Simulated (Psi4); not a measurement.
**Run report: AlBH2OF2, energy and gradient calculation**

The run: energy and gradient calculation of AlBH2OF2. Method and program: M06-2X/6-31G*, RKS (Psi4 1.11).

A bond length was changed on purpose from its optimised value.

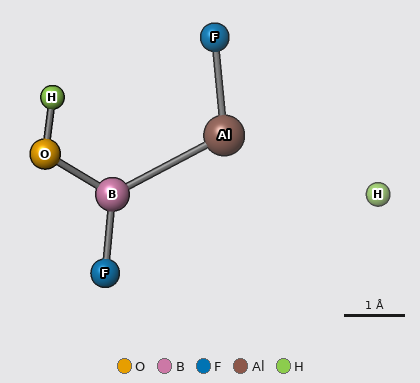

**Figure 1.** The structure as given in the input (ball-and-stick view, seen at a tilt). Sticks mark near contacts.

### Key numbers

| quantity | value |
| --- | --- |
| outcome | converged |
| total energy | −543.282976 hartree |
| basis functions | 78 |
| largest force | 2.383 eV/Å |
| HOMO | −7.36 eV |
| LUMO | −1.74 eV |
| dipole moment | 2.50 D |
| hardware | 1 thread of Intel Xeon (Granite Rapids), 64 GiB of memory available, shared host |
| wall time | 20 s |
| peak memory | 1.1 GiB |

### Input (job.inp)
```
memory 2.2 GB

molecule {
  O
  B 1 1.350512
  F 2 1.330589 1 115.49284
  Al 2 2.152635 3 122.09777 1 -179.99289
  F 4 1.660507 2 111.03628 3 -179.84343
  H 1 0.960501 2 113.4307 3 -179.99672
  H 4 2.8441 5 116.76961 6 179.90713
  symmetry c1
  no_reorient
  no_com
}

set {
  basis 6-31G*
  puream true
  e_convergence 1e-09
  d_convergence 1e-08
  scf_type pk
  dft_radial_points 99
  dft_spherical_points 590
}

e, wfn = gradient('m06-2x', return_wfn=True)
oeprop(wfn, 'MULLIKEN_CHARGES', 'LOWDIN_CHARGES', 'WIBERG_LOWDIN_INDICES', title='M06-2X')
```

Launch command:
```bash
psi4 job.inp job.out -n 1
```

### The program's output
```
Psi4 1.11 release

gradient() will perform analytic gradient computation.

   => Loading Basis Set <=

    Name: 6-31G*
    Role: ORBITAL
    Keyword: BASIS

         ---------------------------------------------------------
                                   SCF
                              RKS Reference
                        1 Threads,   2098 MiB Core
         ---------------------------------------------------------

  ==> Geometry <==

    Molecular point group: c1
    Full point group: C1

    Geometry (in Angstrom), charge = 0, multiplicity = 1:

       Center              X                  Y                   Z               Mass
    ------------   -----------------  -----------------  -----------------  -----------------
         O            0.000692737415    -0.949929059596    -1.624773981380    15.994914619570
         B            0.000692737415    -0.949929059596    -0.274261981380    11.009305360000
         F            0.000692737415    -2.150970685583     0.298421264026    18.998403162730
         AL           0.000919031857     0.867411720797     0.879475371718    26.981538530000
         F           -0.003355685193     2.201281609613    -0.109491939953    18.998403162730
         H            0.000743189003    -0.068629344755    -2.006707196846     1.007825032230
         H            0.006289806063     1.350759937579     3.682197346177     1.007825032230

  Running in c1 symmetry.

  Rotational constants: A =      0.22544  B =      0.07165  C =      0.05437 [cm^-1]
  Rotational constants: A =   6758.62239  B =   2148.15975  C =   1630.06280 [MHz]
  Nuclear repulsion =  187.017462709204466

  Charge       = 0
  Multiplicity = 1
  Electrons    = 46
  Nalpha       = 23
  Nbeta        = 23

  ==> Algorithm <==

  SCF Algorithm Type is PK.
  DIIS enabled.
  MOM disabled.
  Fractional occupation disabled.
  Guess Type is SAD.
  Energy threshold   = 1.00e-09
  Density threshold  = 1.00e-08
  Integral threshold = 1.00e-12

  ==> Primary Basis <==

  Basis Set: 6-31G*
    Blend: 6-31G*
    Number of shells: 36
    Number of basis functions: 78
    Number of Cartesian functions: 83
    Spherical Harmonics?: true
    Max angular momentum: 2

  ==> DFT Potential <==

   => LibXC <=

    Version 7.1.2

   => Composite Functional: M06-2X <=

    Deriv               =              1
    GGA                 =           TRUE
    Meta                =           TRUE

    Exchange Hybrid     =           TRUE
    MP2 Hybrid          =          FALSE

   => Exchange Functionals <=

    1.0000   XC_HYB_MGGA_X_M06_2X

   => Exact (HF) Exchange <=

    0.5400               HF

   => Correlation Functionals <=

    1.0000   XC_MGGA_C_M06_2X

   => LibXC Density Thresholds  <==

    XC_MGGA_C_M06_2X:  1.00E-12
    XC_HYB_MGGA_X_M06_2X:  1.00E-15

   => Molecular Quadrature <=

    Radial Scheme          =       TREUTLER
    Pruning Scheme         =           NONE
    Nuclear Scheme         =       TREUTLER

    Blocking Scheme        =         OCTREE
    BS radius alpha        =              1
    Pruning alpha          =              1
    Radial Points          =             99
    Spherical Points       =            590
    Total Points           =         392478
    Total Blocks           =           2857
    Max Points             =            256
    Max Functions          =             75
    Weights Tolerance      =       1.00E-15

  ==> Integral Setup <==

  Using in-core PK algorithm.
   Calculation information:
      Number of atoms:                   7
      Number of AO shells:              36
      Number of primitives:             95
      Number of atomic orbitals:        83
      Number of basis functions:        78

      Integral cutoff                 1.00e-12
      Number of threads:                 1

  Performing in-core PK
  Using 9495642 doubles for integral storage.
  We computed 181240 shell quartets total.
  Whereas there are 222111 unique shell quartets.

  ==> DiskJK: Disk-Based J/K Matrices <==

    J tasked:                  Yes
    K tasked:                  Yes
    wK tasked:                  No
    Memory [MiB]:              282
    Schwarz Cutoff:          1E-12

  Cached 50.0% of DFT collocation blocks in 0.796 [GiB].

  Minimum eigenvalue in the overlap matrix is 1.8517238510E-02.
  Reciprocal condition number of the overlap matrix is 4.3289799519E-03.
    Using symmetric orthogonalization.

  ==> Pre-Iterations <==

  SCF Guess: Superposition of Atomic Densities via on-the-fly atomic UHF (no occupation information).

   -------------------------
    Irrep   Nso     Nmo
   -------------------------
     A         78      78
   -------------------------
    Total      78      78
   -------------------------

  ==> Iterations <==

                        Total Energy        Delta E     RMS |[F,P]|

   @RKS iter SAD:  -542.21590664283315   -5.42216e+02   0.00000e+00
   @RKS iter   1:  -543.14217104736281   -9.26264e-01   7.90729e-03 DIIS/ADIIS
   @RKS iter   2:  -543.08315270620255    5.90183e-02   9.81815e-03 DIIS/ADIIS
   @RKS iter   3:  -543.28194942802133   -1.98797e-01   6.12501e-04 DIIS/ADIIS
   @RKS iter   4:  -543.28282855488862   -8.79127e-04   2.61187e-04 DIIS/ADIIS
   @RKS iter   5:  -543.28296385446060   -1.35300e-04   7.02060e-05 DIIS
   @RKS iter   6:  -543.28297528652934   -1.14321e-05   1.76138e-05 DIIS
   @RKS iter   7:  -543.28297617289365   -8.86364e-07   4.22276e-06 DIIS
   @RKS iter   8:  -543.28297624046286   -6.75692e-08   1.98302e-06 DIIS
   @RKS iter   9:  -543.28297625580933   -1.53465e-08   2.92629e-07 DIIS
   @RKS iter  10:  -543.28297625610503   -2.95699e-10   1.47881e-07 DIIS
   @RKS iter  11:  -543.28297625625726   -1.52227e-10   3.43050e-08 DIIS
   @RKS iter  12:  -543.28297625626533   -8.07177e-12   4.21568e-09 DIIS
  Energy and wave function converged.

  ==> Post-Iterations <==

   Electrons on quadrature grid:
      Ntotal   =   45.9999971337 ; deviation = -2.866e-06

    Orbital Energies [Eh]
    ---------------------

    Doubly Occupied:

       1A    -56.924895     2A    -25.264643     3A    -25.234494
       4A    -19.689298     5A     -7.142680     6A     -4.448418
       7A     -2.950507     8A     -2.946997     9A     -2.945163
      10A     -1.358958    11A     -1.296330    12A     -1.185604
      13A     -0.694812    14A     -0.621075    15A     -0.575064
      16A     -0.558939    17A     -0.548459    18A     -0.520702
      19A     -0.509394    20A     -0.505395    21A     -0.459198
      22A     -0.391207    23A     -0.270636

    Virtual:

      24A     -0.064000    25A     -0.060423    26A      0.025485
      27A      0.071821    28A      0.072446    29A      0.158923
      30A      0.168105    31A      0.190225    32A      0.222165
      33A      0.235380    34A      0.328273    35A      0.359753
      36A      0.427445    37A      0.501964    38A      0.533219
      39A      0.533719    40A      0.563326    41A      0.604522
      42A      0.680467    43A      0.709201    44A      0.805209
      45A      0.861552    46A      0.919594    47A      1.000930
      48A      1.038314    49A      1.175847    50A      1.232607
      51A      1.270450    52A      1.305332    53A      1.363052
      54A      1.392126    55A      1.406692    56A      1.412784
      57A      1.449469    58A      1.557220    59A      1.584534
      60A      1.670663    61A      1.754961    62A      1.784340
      63A      1.819797    64A      1.893389    65A      1.908541
      66A      1.913436    67A      1.990105    68A      2.005621
      69A      2.038150    70A      2.042526    71A      2.261234
      72A      2.276561    73A      2.409748    74A      2.433474
      75A      2.568595    76A      2.700996    77A      2.850072
      78A      3.205588

    Final Occupation by Irrep:
              A
    DOCC [    23 ]
    NA   [    23 ]
    NB   [    23 ]

  @RKS Final Energy:  -543.28297625626533

   => Energetics <=

    Nuclear Repulsion Energy =            187.0174627092044659
    One-Electron Energy =               -1125.6843949430117391
    Two-Electron Energy =                 420.6596598558318192
    DFT Exchange-Correlation Energy =     -25.2757038782899031
    Empirical Dispersion Energy =           0.0000000000000000
    VV10 Nonlocal Energy =                  0.0000000000000000
    Total Energy =                       -543.2829762562653286

Computation Completed

Properties will be evaluated at   0.000000,   0.000000,   0.000000 [a0]

Properties computed using the SCF density matrix

 Multipole Moments:

 ------------------------------------------------------------------------------------
     Multipole            Electronic (a.u.)      Nuclear  (a.u.)        Total (a.u.)
 ------------------------------------------------------------------------------------

 L = 1.  Multiply by 2.5417464519 to convert [e a0] to [Debye]
 Dipole X            :         -0.0076278            0.0075957           -0.0000321
 Dipole Y            :         -1.2293956            1.2513833            0.0219877
 Dipole Z            :         -1.8125145            0.8305954           -0.9819191
 Magnitude           :                                                    0.9821652

 ------------------------------------------------------------------------------------

	total time  =         16 seconds =       0.27 minutes

         ------------------------------------------------------------
                                   SCF GRAD
         ------------------------------------------------------------

  ==> Geometry <==

    Molecular point group: c1
    Full point group: C1

    Geometry (in Angstrom), charge = 0, multiplicity = 1:

       Center              X                  Y                   Z               Mass
    ------------   -----------------  -----------------  -----------------  -----------------
         O            0.000692737415    -0.949929059596    -1.624773981380    15.994914619570
         B            0.000692737415    -0.949929059596    -0.274261981380    11.009305360000
         F            0.000692737415    -2.150970685583     0.298421264026    18.998403162730
         AL           0.000919031857     0.867411720797     0.879475371718    26.981538530000
         F           -0.003355685193     2.201281609613    -0.109491939953    18.998403162730
         H            0.000743189003    -0.068629344755    -2.006707196846     1.007825032230
         H            0.006289806063     1.350759937579     3.682197346177     1.007825032230

  Nuclear repulsion =  187.017462709204466

  ==> Basis Set <==

  Basis Set: 6-31G*
    Blend: 6-31G*
    Number of shells: 36
    Number of basis functions: 78
    Number of Cartesian functions: 83
    Spherical Harmonics?: true
    Max angular momentum: 2

  ==> DirectJKGrad: Integral-Direct SCF Gradients <==

    Gradient:                    1
    J tasked:                  Yes
    K tasked:                  Yes
    wK tasked:                  No
    Integrals threads:           1
    Schwarz Cutoff:          1E-12

  ==> DFT Potential <==

   => LibXC <=

    Version 7.1.2

   => Composite Functional: M06-2X <=

    Deriv               =              1
    GGA                 =           TRUE
    Meta                =           TRUE

    Exchange Hybrid     =           TRUE
    MP2 Hybrid          =          FALSE

   => Exchange Functionals <=

    1.0000   XC_HYB_MGGA_X_M06_2X

   => Exact (HF) Exchange <=

    0.5400               HF

   => Correlation Functionals <=

    1.0000   XC_MGGA_C_M06_2X

   => LibXC Density Thresholds  <==

    XC_MGGA_C_M06_2X:  1.00E-12
    XC_HYB_MGGA_X_M06_2X:  1.00E-15

   => Molecular Quadrature <=

    Radial Scheme          =       TREUTLER
    Pruning Scheme         =           NONE
    Nuclear Scheme         =       TREUTLER

    Blocking Scheme        =         OCTREE
    BS radius alpha        =              1
    Pruning alpha          =              1
    Radial Points          =             99
    Spherical Points       =            590
    Total Points           =         392478
    Total Blocks           =           2857
    Max Points             =            256
    Max Functions          =             75
    Weights Tolerance      =       1.00E-15

  -Total Gradient:
     Atom            X                  Y                   Z
    ------   -----------------  -----------------  -----------------
       1       -0.000000448932    -0.000249511430    -0.005821957979
       2       -0.000027680804     0.012617596275     0.000953251252
       3        0.000008798761    -0.006029432118    -0.001447375257
       4       -0.000046091115    -0.011226311197    -0.038698391284
       5       -0.000019337415     0.003152622026    -0.004376559180
       6        0.000010556348    -0.005995418887     0.003862676228
       7        0.000085058885     0.007933643752     0.045665305333

	total time  =          3 seconds =       0.05 minutes

Properties will be evaluated at   0.000000,   0.000000,   0.000000 [a0]

Properties computed using the M06-2X density matrix

  Mulliken Charges: (a.u.)
   Center  Symbol    Alpha    Beta     Spin     Total
       1     O     4.28267  4.28267  0.00000 -0.56534
       2     B     2.27031  2.27031  0.00000  0.45939
       3     F     4.63525  4.63525  0.00000 -0.27049
       4    AL     6.24272  6.24272  0.00000  0.51456
       5     F     4.73291  4.73291  0.00000 -0.46581
       6     H     0.26869  0.26869  0.00000  0.46263
       7     H     0.56746  0.56746  0.00000 -0.13493

   Total alpha = 23.00000, Total beta = 23.00000, Total charge = -0.00000

  Lowdin Charges: (a.u.)
   Center  Symbol    Alpha    Beta     Spin     Total
       1     O     4.11472  4.11472  0.00000 -0.22944
       2     B     2.54492  2.54492  0.00000 -0.08983
       3     F     4.50431  4.50431  0.00000 -0.00863
       4    AL     6.33440  6.33440  0.00000  0.33120
       5     F     4.63075  4.63075  0.00000 -0.26150
       6     H     0.32080  0.32080  0.00000  0.35840
       7     H     0.55010  0.55010  0.00000 -0.10019

  Total alpha = 23.00000, Total beta = 23.00000, Total charge = -0.00000

  Wiberg Bond Indices using Orthogonal Lowdin Orbitals:

  Irrep: 1 Size: 7 x 7

                 1                   2                   3                   4                   5

    1     0.00000000000000     1.62762138134149     0.07839403108918     0.07108624828953     0.00334367269272
    2     1.62762138134149     0.00000000000000     1.50566506007645     0.91667273478429     0.02587806825879
    3     0.07839403108918     1.50566506007645     0.00000000000000     0.06156180787027     0.00293001434589
    4     0.07108624828953     0.91667273478429     0.06156180787027     0.00000000000000     1.25931548160523
    5     0.00334367269272     0.02587806825879     0.00293001434589     1.25931548160523     0.00000000000000
    6     0.82910298244217     0.04466733155912     0.00713878316833     0.00877403646302     0.00262888933404
    7     0.01286493204213     0.05624456774819     0.00387562371175     0.88401595690728     0.03216915850461

                 6                   7

    1     0.82910298244217     0.01286493204213
    2     0.04466733155912     0.05624456774819
    3     0.00713878316833     0.00387562371175
    4     0.00877403646302     0.88401595690728
    5     0.00262888933404     0.03216915850461
    6     0.00000000000000     0.00129877068672
    7     0.00129877068672     0.00000000000000

  Atomic Valences:

 #  #
 Irrep: 1
      1:    2.622413247897218
      2:    4.176749143768318
      3:    1.659565320261875
      4:    3.201426265919617
      5:    1.326265284741282
      6:    0.893610793653392
      7:    0.990469009600685

    Psi4 run time: 0:00:18.33
```

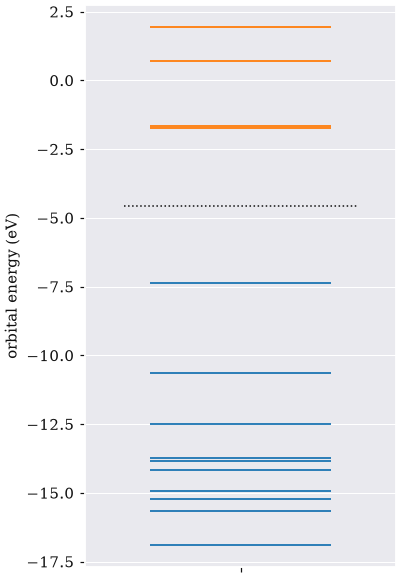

**Figure 2.** Orbital energies near the frontier; the dotted line parts filled from empty levels, and levels within 0.02 eV of each other stand side by side. Highest filled −7.36 eV, lowest empty −1.74 eV, 5.62 eV apart.

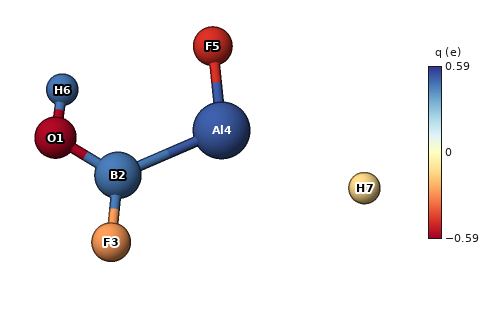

**Figure 3.** Mulliken charges, as the colour of each atom (ball-and-stick view, seen at a tilt; atoms are numbered from 1 in the order of the input). By element: O −0.57, B +0.46, F −0.47 to −0.27, Al +0.51 and H −0.13 to +0.46 e.
